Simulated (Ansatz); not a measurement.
# Electron scattering at the Σ9 (221) boundary in fcc Au with vacancy (substitutional)

Aim: the relaxed structure and the specific resistance of the Σ9 (221) boundary in fcc Au with vacancy (substitutional).

Program: Ansatz 0.2.0. Level of theory: Ansatz plane-wave DFT, PBE, PAW files; relaxation of a bicrystal slab with its lowest layers held; PAW set soft_1, in the first sound run; inputs show where later runs differ. Results are calculated unless marked as measured.

### Step 1. Starting point

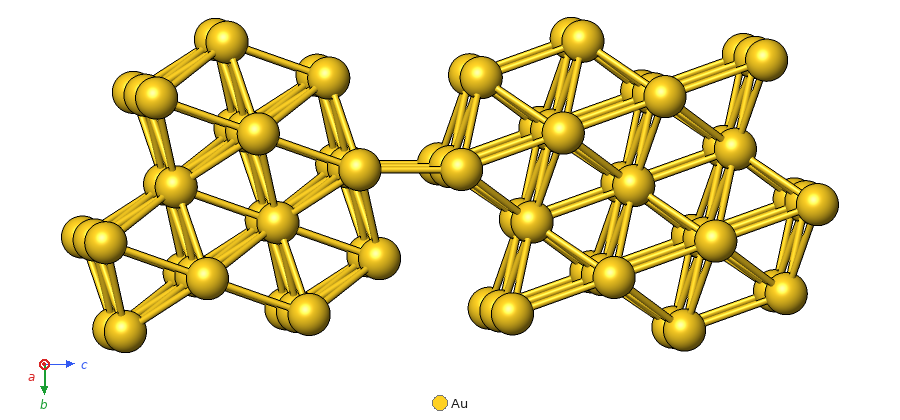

The cell as given, from the side, with the c axis across the page (gold yellow). 2×1×1 cells are drawn. Some periodic images of atoms are drawn too.

The cell holds 27 atoms: 27 Au. Cell: a = 2.884 Å, b = 8.651 Å, c = 30.032 Å, α = 90.0°, β = 90.0°, γ = 90.0°. It derives from Au. built on the (2 2 1) plane; 2 overlapping atoms removed and the grains opened by 0 Å. Vacuum lies along c.

### Step 2. Relaxing the bicrystal

The boundary is built by mirroring the lower grain in the boundary plane and removing any atoms that overlap; then the vacancy is put in at the boundary. A thin bicrystal slab is relaxed first, with the lowest layers held and the upper grain free to shift and open.

Contents of input.yaml:

```yaml
crystal:
  lattice:
    - [2.8837582304, 0.0, 0.0]
    - [0.0, 8.6512746911, 0.0]
    - [0.0, 0.0, 30.0318333324]
  atoms:
    - { symbol: Au, position: [0.0, 0.6666666667, 0.1664900023] }
    - { symbol: Au, position: [0.5, 0.9444444445, 0.1891229307] }
    - { symbol: Au, position: [0.0, 0.2222222223, 0.2117558591] }
    - { symbol: Au, position: [0.5, 0.5, 0.2343887875] }
    - { symbol: Au, position: [0.0, 0.7777777778, 0.2570217158] }
    - { symbol: Au, position: [0.5, 0.0555555556, 0.2796546442] }
    - { symbol: Au, position: [0.0, 0.3333333334, 0.3022875726] }
    - { symbol: Au, position: [0.5, 0.6111111111, 0.324920501] }
    - { symbol: Au, position: [0.0, 0.8888888889, 0.3475534294] }
    - { symbol: Au, position: [0.5, 0.1666666667, 0.3701863578] }
    - { symbol: Au, position: [0.0, 0.4444444445, 0.3928192862] }
    - { symbol: Au, position: [0.5, 0.7222222222, 0.4154522146] }
    - { symbol: Au, position: [0.0, 0.4444444445, 0.4833509998] }
    - { symbol: Au, position: [0.5, 0.1666666667, 0.5059839282] }
    - { symbol: Au, position: [0.0, 0.8888888889, 0.5286168566] }
    - { symbol: Au, position: [0.5, 0.6111111111, 0.5512497849] }
    - { symbol: Au, position: [0.0, 0.3333333334, 0.5738827133] }
    - { symbol: Au, position: [0.5, 0.0555555556, 0.5965156417] }
    - { symbol: Au, position: [0.0, 0.7777777778, 0.6191485701] }
    - { symbol: Au, position: [0.5, 0.5, 0.6417814985] }
    - { symbol: Au, position: [0.0, 0.2222222223, 0.6644144269] }
    - { symbol: Au, position: [0.5, 0.9444444445, 0.6870473553] }
    - { symbol: Au, position: [0.0, 0.6666666667, 0.7096802837] }
    - { symbol: Au, position: [0.5, 0.3888888889, 0.7323132121] }
    - { symbol: Au, position: [1.0, 0.1111111112, 0.7549461405] }
    - { symbol: Au, position: [0.5, 0.8333333334, 0.7775790689] }
    - { symbol: Au, position: [0.0, 0.5555555556, 0.8002119973] }
kpoints:
  mp_grid: { grid: [8, 3, 1] }
hamiltonian:
  xc: pbe
  pseudopotentials: { kind: paw, azcp: { folder: soft_1 } }
scf:
  occupations: { method: fermi_dirac, width: 0.1 }
relax:
  f_tol: 0.03
  max_steps: 80
  constraints: [{ sites: [0, 1, 2, 3, 4] }]
```

Command:

```
ansatz run input.yaml --threads 4 --pin off --max-ram 15360MiB --backend cpu --events-out ev --progress --plain --runs-dir out
```

Numbers of over 12 decimals in the logs are rounded to 6 here.

Log:

```text
Engine: ansatz 0.2.0, aarch64-unknown-linux-gnu
Pseudopotentials: kind: paw
Pseudopotential: Au, paw, valence charge 19, recommended cutoff 420 eV (normal), soft_1/Au.paw.azcp
Functional definition: PBE
  parameter kappa = 0.804
  parameter beta = 0.066725
  exchange = pbe_x(kappa = kappa, mu = beta*pi^2/3)
  correlation = pbe_c(beta = beta)
Crystal: 27 atoms, lattice volume = 749.240 Å³
Basis set: ecut = 420 eV, 14629 PW (Γ), exchange–correlation on 40×120×432 points (8 copies of the dense FFT grid, shifted against one another)
Bands: 308, of which v1, the nominal top of the filled ones, is band 257 counted from 1 (256 counted from 0)
Symmetry: 2 space group operations
Space group: Pm (ITA 6), of the structure as read, at distance tolerance 9.1e-5 Å
k-points: 10 of 24 (time reversal used)
Non-local potential: Au, projectors of the file, l = 0: 3, l = 1: 2, l = 2: 2, l = 3: 1
PAW form: soft (Blöchl's): semilocal exchange-correlation on the pseudo side does not see the compensation charge
PAW one-centre angular grid: Au, 590 points (default); XC on 64 Gauss nodes
Initial density: superposition of atomic densities (neutral atoms: chi_scale 0, normalization atom)
Initial wavefunctions: pseudopotential atomic-orbital guess
Functional: x = pbe(κ = 0.804, μ = 0.219515), c = pbe(β = 0.066725)
SCF iter   1: F=—  HF=-355084.874178 eV  |F-HF|=—  |Δ(HF+E_count)|=         —  Δρ=5.27e-2  dr2=2.64e1  ethr=3.10e-3  ⟨swp⟩=6.0  Hψ=11541  notcnv=0  defer=113
preconditioner: auto → LDOS  [metal: Δε(μ)=0.023 eV  Ē_g=8.905 eV  σ=0.100 eV  W_gap=0.06  n_scr=208 (ndim 8)  ℏωp=23.4 eV  f_vac=0.334  D(μ)=10.26/eV (n_scr^D=50)  β→1.0]
SCF iter   2: F=—  HF=-355084.655216 eV  |F-HF|=—  |Δ(HF+E_count)|=   2.19e-1  Δρ=5.39e-2  dr2=2.09e1  ethr=3.10e-3  ⟨swp⟩=3.0  Hψ=6291  notcnv=0  defer=318
SCF iter   3: F=—  HF=-355078.224824 eV  |F-HF|=—  |Δ(HF+E_count)|=    6.43e0  Δρ=5.18e-3  dr2=2.58e-1  ethr=3.10e-3  ⟨swp⟩=2.7  Hψ=5758  notcnv=0  defer=328
SCF iter   4: F=—  HF=-355078.168967 eV  |F-HF|=—  |Δ(HF+E_count)|=   5.59e-2  Δρ=1.33e-3  dr2=3.58e-2  ethr=5.02e-5  ⟨swp⟩=3.3  Hψ=6098  notcnv=0  defer=322
SCF iter   5: F=—  HF=-355078.163669 eV  |F-HF|=—  |Δ(HF+E_count)|=   5.30e-3  Δρ=5.24e-4  dr2=1.48e-3  ethr=6.98e-6  ⟨swp⟩=2.0  Hψ=4244  notcnv=0  defer=322
SCF iter   6: F=—  HF=-355078.164700 eV  |F-HF|=—  |Δ(HF+E_count)|=   1.03e-3  Δρ=1.07e-4  dr2=1.51e-4  ethr=2.89e-7  ⟨swp⟩=2.4  Hψ=4784  notcnv=0  defer=322
SCF iter   7: F=-355078.164689 eV  HF=-355078.164694 eV  |F-HF|=4.95e-6  |Δ(HF+E_count)|=   5.38e-6  Δρ=2.81e-5  dr2=1.19e-5  ethr=4.39e-9  ⟨swp⟩=3.0  Hψ=11828  notcnv=0
SCF 1 converged in 7 iterations: F = -355078.164689 eV  dr2 = 1.19e-5
  greatest PAW one-centre occupation: 1.000 electrons in one spin orbital (limit 2), on the Au atom at site 12 (counted from 0), in its partial waves of l = 0
relax step   1: F+E_penalty+E_count = -355078.16468923 eV  Δ(F+E_penalty+E_count) = +0.000e0 eV  max|allowed force component| = 6.964e-1 eV/Å  Δτ_max = 0.0000 Å  (7 SCF iters, dr2 threshold 2.25e-5 eV, accepted)
Initial density: handed on by an earlier stage of this run
Initial wavefunctions: those handed on with the density
iter 1 solved again at ethr=7.72e-5 eV; its pass at ethr=3.10e-3 eV (dr2=3.96e-1 eV) is discarded
SCF iter   1: F=—  HF=-355078.861235 eV  |F-HF|=—  |Δ(HF+E_count)|=         —  Δρ=6.75e-3  dr2=3.71e-1  ethr=7.72e-5  ⟨swp⟩=2.0  Hψ=12042  notcnv=0  defer=324
preconditioner: auto → LDOS  [metal: Δε(μ)=0.014 eV  Ē_g=9.263 eV  σ=0.100 eV  W_gap=0.03  n_scr=208 (ndim 8)  ℏωp=23.4 eV  f_vac=0.320  D(μ)=11.28/eV (n_scr^D=58)  β→1.0]
SCF iter   2: F=—  HF=-355078.874056 eV  |F-HF|=—  |Δ(HF+E_count)|=   1.28e-2  Δρ=4.45e-3  dr2=4.41e-1  ethr=7.24e-5  ⟨swp⟩=2.3  Hψ=5076  notcnv=0  defer=324
SCF iter   3: F=—  HF=-355078.780311 eV  |F-HF|=—  |Δ(HF+E_count)|=   9.37e-2  Δρ=8.66e-4  dr2=7.47e-3  ethr=7.24e-5  ⟨swp⟩=2.0  Hψ=4773  notcnv=0  defer=324
SCF iter   4: F=—  HF=-355078.779294 eV  |F-HF|=—  |Δ(HF+E_count)|=   1.02e-3  Δρ=2.97e-4  dr2=1.77e-3  ethr=1.46e-6  ⟨swp⟩=2.5  Hψ=5352  notcnv=0  defer=327
SCF iter   5: F=—  HF=-355078.778984 eV  |F-HF|=—  |Δ(HF+E_count)|=   3.10e-4  Δρ=1.02e-4  dr2=2.11e-4  ethr=3.44e-7  ⟨swp⟩=2.0  Hψ=4239  notcnv=0  defer=327
SCF iter   6: F=-355078.778933 eV  HF=-355078.778951 eV  |F-HF|=1.82e-5  |Δ(HF+E_count)|=   3.31e-5  Δρ=2.50e-5  dr2=2.23e-5  ethr=5.91e-9  ⟨swp⟩=3.1  Hψ=11410  notcnv=0
SCF 2 converged in 6 iterations: F = -355078.778933 eV  dr2 = 2.23e-5
  greatest PAW one-centre occupation: 1.000 electrons in one spin orbital (limit 2), on the Au atom at site 8 (counted from 0), in its partial waves of l = 0
relax step   2: F+E_penalty+E_count = -355078.77893283 eV  Δ(F+E_penalty+E_count) = -6.142e-1 eV  max|allowed force component| = 4.742e-1 eV/Å  Δτ_max = 0.1949 Å  (6 SCF iters, dr2 threshold 3.03e-5 eV, accepted)
SCF iter   1: F=—  HF=-355079.165578 eV  |F-HF|=—  |Δ(HF+E_count)|=         —  Δρ=6.02e-3  dr2=3.60e-1  ethr=5.51e-4  ⟨swp⟩=6.3  Hψ=7936  notcnv=0  defer=320
preconditioner: auto → LDOS  [metal: Δε(μ)=0.014 eV  Ē_g=9.206 eV  σ=0.100 eV  W_gap=0.04  n_scr=208 (ndim 8)  ℏωp=23.4 eV  f_vac=0.315  D(μ)=10.63/eV (n_scr^D=54)  β→1.0]
SCF iter   2: F=—  HF=-355079.169743 eV  |F-HF|=—  |Δ(HF+E_count)|=   4.16e-3  Δρ=4.14e-3  dr2=3.39e-1  ethr=7.01e-5  ⟨swp⟩=2.2  Hψ=5761  notcnv=0  defer=327
SCF iter   3: F=—  HF=-355079.095308 eV  |F-HF|=—  |Δ(HF+E_count)|=   7.44e-2  Δρ=7.94e-4  dr2=6.24e-3  ethr=6.60e-5  ⟨swp⟩=2.0  Hψ=4747  notcnv=0  defer=327
SCF iter   4: F=—  HF=-355079.093825 eV  |F-HF|=—  |Δ(HF+E_count)|=   1.48e-3  Δρ=2.68e-4  dr2=1.38e-3  ethr=1.22e-6  ⟨swp⟩=3.0  Hψ=6014  notcnv=0  defer=326
SCF iter   5: F=—  HF=-355079.093608 eV  |F-HF|=—  |Δ(HF+E_count)|=   2.17e-4  Δρ=1.01e-4  dr2=1.87e-4  ethr=2.69e-7  ⟨swp⟩=2.2  Hψ=4246  notcnv=0  defer=326
SCF iter   6: F=-355079.093568 eV  HF=-355079.093578 eV  |F-HF|=1.00e-5  |Δ(HF+E_count)|=   2.97e-5  Δρ=2.55e-5  dr2=1.35e-5  ethr=2.74e-9  ⟨swp⟩=3.5  Hψ=11510  notcnv=0
SCF 3 converged in 6 iterations: F = -355079.093568 eV  dr2 = 1.35e-5
  greatest PAW one-centre occupation: 1.000 electrons in one spin orbital (limit 2), on the Au atom at site 23 (counted from 0), in its partial waves of l = 0
relax step   3: F+E_penalty+E_count = -355079.09356829 eV  Δ(F+E_penalty+E_count) = -3.146e-1 eV  max|allowed force component| = 3.641e-1 eV/Å  Δτ_max = 0.1949 Å  (6 SCF iters, dr2 threshold 1.41e-5 eV, accepted)
[...]
relax step   4: F+E_penalty+E_count = -355079.30975297 eV  Δ(F+E_penalty+E_count) = -2.162e-1 eV  max|allowed force component| = 1.805e-1 eV/Å  Δτ_max = 0.1946 Å  (6 SCF iters, dr2 threshold 6.15e-5 eV, accepted)
[...]
relax step   5: F+E_penalty+E_count = -355079.42365825 eV  Δ(F+E_penalty+E_count) = -1.139e-1 eV  max|allowed force component| = 9.241e-2 eV/Å  Δτ_max = 0.2000 Å  (6 SCF iters, dr2 threshold 8.00e-6 eV, accepted)
[...]
relax step   6: F+E_penalty+E_count = -355079.44215176 eV  Δ(F+E_penalty+E_count) = -1.849e-2 eV  max|allowed force component| = 1.755e-2 eV/Å  Δτ_max = 0.1045 Å  (6 SCF iters, dr2 threshold 2.10e-6 eV, accepted)
[...]
relax step   7: F+E_penalty+E_count = -355079.44215273 eV  Δ(F+E_penalty+E_count) = -9.681e-7 eV  max|allowed force component| = 1.765e-2 eV/Å  Δτ_max = 0.0000 Å  (3 SCF iters, accepted)
[...]
relax step   8: F+E_penalty+E_count = -355079.44425555 eV  Δ(F+E_penalty+E_count) = -2.103e-3 eV  max|allowed force component| = 1.417e-2 eV/Å  Δτ_max = 0.0563 Å  (7 SCF iters, accepted)
[...]
relax step   9: F+E_penalty+E_count = -355079.44601592 eV  Δ(F+E_penalty+E_count) = -1.760e-3 eV  max|allowed force component| = 2.395e-2 eV/Å  Δτ_max = 0.0876 Å  (7 SCF iters, accepted)
SCF iter   1: F=—  HF=-355079.559795 eV  |F-HF|=—  |Δ(HF+E_count)|=         —  Δρ=7.35e-3  dr2=3.42e-1  ethr=7.77e-4  ⟨swp⟩=6.5  Hψ=7971  notcnv=0  defer=312
preconditioner: auto → LDOS  [metal: Δε(μ)=0.032 eV  Ē_g=9.195 eV  σ=0.100 eV  W_gap=0.08  n_scr=208 (ndim 8)  ℏωp=23.4 eV  f_vac=0.314  D(μ)=10.41/eV (n_scr^D=54)  β→1.0]
SCF iter   2: F=—  HF=-355079.503146 eV  |F-HF|=—  |Δ(HF+E_count)|=   5.66e-2  Δρ=3.94e-3  dr2=1.39e-1  ethr=6.67e-5  ⟨swp⟩=2.5  Hψ=6010  notcnv=0  defer=340
SCF iter   3: F=—  HF=-355079.449870 eV  |F-HF|=—  |Δ(HF+E_count)|=   5.33e-2  Δρ=6.18e-4  dr2=4.44e-3  ethr=2.71e-5  ⟨swp⟩=2.4  Hψ=5153  notcnv=0  defer=340
SCF iter   4: F=—  HF=-355079.448713 eV  |F-HF|=—  |Δ(HF+E_count)|=   1.16e-3  Δρ=2.09e-4  dr2=7.69e-4  ethr=8.66e-7  ⟨swp⟩=3.0  Hψ=5916  notcnv=0  defer=340
SCF iter   5: F=—  HF=-355079.448548 eV  |F-HF|=—  |Δ(HF+E_count)|=   1.65e-4  Δρ=4.91e-5  dr2=3.42e-5  ethr=1.50e-7  ⟨swp⟩=2.0  Hψ=4422  notcnv=0  defer=340
SCF iter   6: F=—  HF=-355079.448589 eV  |F-HF|=—  |Δ(HF+E_count)|=   4.09e-5  Δρ=1.48e-5  dr2=3.66e-6  ethr=6.66e-9  ⟨swp⟩=2.2  Hψ=4496  notcnv=0  defer=337
SCF iter   7: F=—  HF=-355079.448589 eV  |F-HF|=—  |Δ(HF+E_count)|=   5.87e-8  Δρ=5.38e-6  dr2=2.69e-7  ethr=7.14e-10  ⟨swp⟩=2.4  Hψ=4461  notcnv=0  defer=337
SCF iter   8: F=-355079.448589 eV  HF=-355079.448589 eV  |F-HF|=1.57e-8  |Δ(HF+E_count)|=   1.11e-7  Δρ=1.46e-6  dr2=3.11e-8  ethr=1.95e-11  ⟨swp⟩=5.0  Hψ=10872  notcnv=0
SCF 10 converged in 8 iterations: F = -355079.448589 eV  dr2 = 3.11e-8
relax step  10: F+E_penalty+E_count = -355079.44858898 eV  Δ(F+E_penalty+E_count) = -2.573e-3 eV  max|allowed force component| = 2.715e-2 eV/Å  Δτ_max = 0.1959 Å  (8 SCF iters, accepted)
SCF converged after 8 iterations
Free energy (F): -355079.448589 eV
Harris-Foulkes:  -355079.448589 eV  (|F-HF|=1.57e-8)
Internal energy: -355079.122304 eV  (E = F + TS)
E sigma→0 (E₀):  -355079.285446 eV
Entropy (-TS):   -0.326285 eV (-12.085 meV/atom)
Fermi energy:    10.556404 eV
--- Per-component energies (eV) ---
  E_band       = -10575.664251
  E_kinetic    = 15585.243405
  E_local      = -575805.972080  (includes V_loc(G=0)·N_el)
  E_nonlocal   = 2648.061687
  E_hartree    = 282369.340305
  E_xc         = -5797.422631
  E_vxc        = -7037.439537  (∫ρ·V_xc dr)
  E_paw        = -262756.516117  (= ΣΔE_a)
  E_vpaw       = -10704.202155  (= ΣTr[D̂ρ^β])
  E_aug_tail   = 0.044671  (compensation charges beyond the density's cutoff)
  E_ewald      = 188678.098456
  E_smearing   = -0.326285  (= −TS)
  E_closure    = -0.000000  (closes the sum)
  Σ components = -355079.448589   (vs F -355079.448589, Δ=0.00e0)
--- Forces (eV/Å), atoms counted from 1 ---
  atom   1  Au     0.00000000     0.12747436    -0.06200470
  atom   2  Au     0.00000000     0.47169645    -0.14530643
  atom   3  Au    -0.00000000    -0.36213779    -0.00869917
  atom   4  Au    -0.00000000    -0.50038847    -0.25542323
  atom   5  Au     0.00000000     0.29630328     0.40908149
  atom   6  Au     0.00000000     0.00071849    -0.00371062
  atom   7  Au    -0.00000000    -0.00416510    -0.00254573
  atom   8  Au    -0.00000000     0.01040583    -0.00196143
  atom   9  Au     0.00000000    -0.00543153    -0.00787071
  atom  10  Au    -0.00000000    -0.01243827     0.00630500
  atom  11  Au    -0.00000000    -0.00668113     0.02179659
  atom  12  Au    -0.00000000    -0.00519609    -0.01554423
  atom  13  Au    -0.00000000     0.00755303     0.00926242
  atom  14  Au     0.00000000     0.00095554     0.01566613
  atom  15  Au     0.00000000     0.01219135     0.01239915
  atom  16  Au    -0.00000000    -0.02714630    -0.01526888
  atom  17  Au    -0.00000000     0.00234041    -0.01342731
  atom  18  Au     0.00000000     0.00452558     0.00642303
  atom  19  Au    -0.00000000     0.00490039     0.01306350
  atom  20  Au    -0.00000000    -0.01132979    -0.00285430
  atom  21  Au     0.00000000    -0.01011021     0.00402513
  atom  22  Au    -0.00000000     0.00545528    -0.00078379
  atom  23  Au     0.00000000     0.00846540     0.00455574
  atom  24  Au    -0.00000000    -0.01313009     0.01577935
  atom  25  Au    -0.00000000    -0.00275753    -0.00053552
  atom  26  Au     0.00000000     0.00861351     0.00008922
  atom  27  Au     0.00000000    -0.00062773     0.01749199
  max |Σ_I F_I| component: 5.89e-5 eV/Å
--- Relaxed structure (10 steps of the walk, 10 accepted, 0 SCFs on fresh bases) ---
  F+E_penalty+E_count = -355079.44858898 eV   max|allowed force component| = 2.715e-2 eV/Å
  atoms:
    - { symbol: Au, position: [0.0, 0.666667, 0.1664900023] }
    - { symbol: Au, position: [0.5, 0.944444, 0.189123] }
    - { symbol: Au, position: [0.0, 0.222222, 0.211756] }
    - { symbol: Au, position: [0.5, 0.500000, 0.2343887875] }
    - { symbol: Au, position: [0.0, 0.777778, 0.257022] }
    - { symbol: Au, position: [0.5, 0.034721, 0.296067] }
    - { symbol: Au, position: [-2.886972199702933e-18, 0.324665, 0.303478] }
    - { symbol: Au, position: [0.5, 0.630590, 0.326937] }
    - { symbol: Au, position: [-1.851365724525667e-18, 0.883330, 0.372194] }
    - { symbol: Au, position: [0.5, 0.161872, 0.388451] }
    - { symbol: Au, position: [9.482139782289824e-19, 0.447291, 0.389287] }
    - { symbol: Au, position: [0.5, 0.699749, 0.436953] }
    - { symbol: Au, position: [-1.653956690779199e-18, 0.439479, 0.479764] }
    - { symbol: Au, position: [0.5, 0.152151, 0.483632] }
    - { symbol: Au, position: [-4.769609598138545e-18, 0.874569, 0.503905] }
    - { symbol: Au, position: [0.5, 0.615647, 0.545365] }
    - { symbol: Au, position: [-7.379282673353973e-18, 0.311178, 0.564752] }
    - { symbol: Au, position: [0.5, 0.025449, 0.578511] }
    - { symbol: Au, position: [-4.22994018666039e-18, 0.765078, 0.615296] }
    - { symbol: Au, position: [0.5, 0.469238, 0.635659] }
    - { symbol: Au, position: [-1.2968976320325365e-17, 0.183284, 0.655107] }
    - { symbol: Au, position: [0.5, 0.916118, 0.686353] }
    - { symbol: Au, position: [-1.2785801534614543e-17, 0.628279, 0.704800] }
    - { symbol: Au, position: [0.5, 0.331540, 0.731292] }
    - { symbol: Au, position: [1.0, 0.066913, 0.760860] }
    - { symbol: Au, position: [0.5, 0.798224, 0.783310] }
    - { symbol: Au, position: [-1.188903061245598e-17, 0.519860, 0.793977] }
```

Elapsed: 20 min, on 4 threads of Arm Neoverse N1, shared host; peak memory 4.6 GiB.

The steps of the relaxation:

```tsv
step	energy less that of the first step (eV)	largest force component (eV/Å)
1	0.0000	0.6964
2	-0.6142	0.4742
3	-0.9289	0.3641
4	-1.1451	0.1805
5	-1.2590	0.0924
6	-1.2775	0.0176
7	-1.2775	0.0176
8	-1.2796	0.0142
9	-1.2813	0.0240
10	-1.2839	0.0271
```

Forces are held to the 2 operations that the run works with; a distortion that breaks them can't arise in this run.

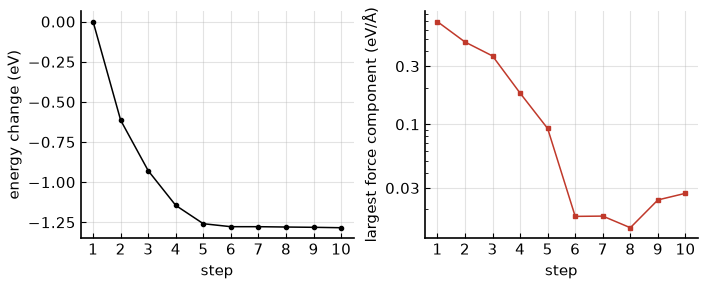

Energy and largest force along the relaxation.

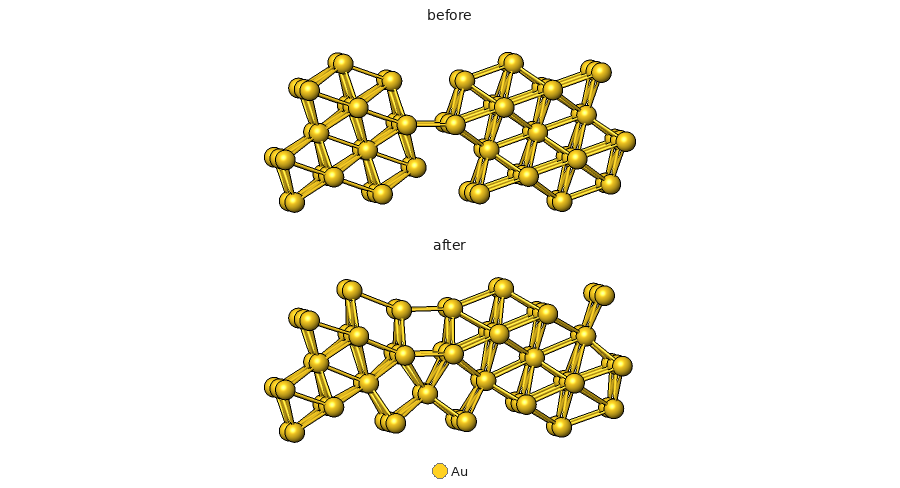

The structure before and after the relaxation, drawn at the same scale.

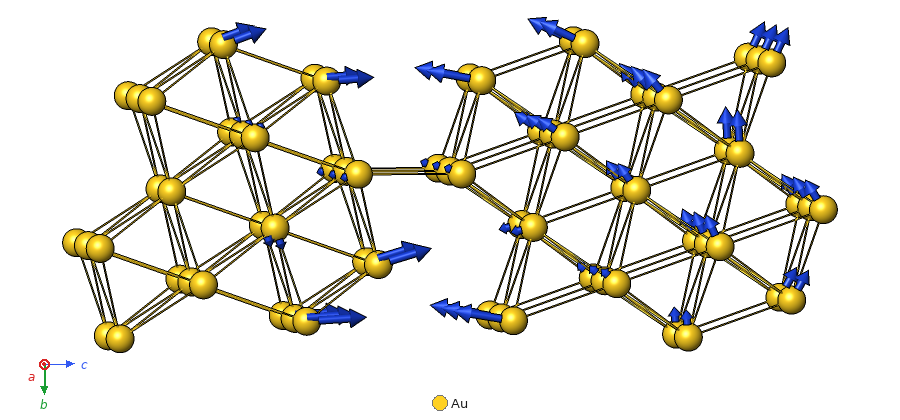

Displacements in the relaxation, exaggerated; the longest in the cell stands for 0.75 Å. 2×1×1 cells are drawn. Some periodic images of atoms are drawn too.

The atoms that moved most (Å):

```tsv
atom	dx	dy	dz	length
Au15	0.000	-0.124	-0.742	0.752
Au9	0.000	-0.048	0.740	0.742
Au14	0.000	-0.126	-0.671	0.683
Au12	0.000	-0.194	0.646	0.674
Au18	0.000	-0.260	-0.541	0.600
Au10	0.000	-0.041	0.549	0.550
Au6	0.000	-0.180	0.493	0.525
Au24	0.000	-0.496	-0.031	0.497
```

This step gave:

| Quantity | Value |
| --- | --- |
| free energy | -355079.4486 eV |
| energy at zero smearing | -355079.2854 eV |
| Fermi energy | 10.56 eV |

The largest force component on a free atom ends at 0.027 eV/Å, under the tolerance of 0.03, after 10 steps.

(Continued in part 2 of 2.)

[Logs are printed without paths, hosts, clocks, repeated set-up lines and the standing remarks that a program may print on its own settings, such as how far it seeks lower states.]

[Hosts, paths, dates, database ids (printed as entryN), source tags and the programs' standing remarks are cut or masked in the printed files.]
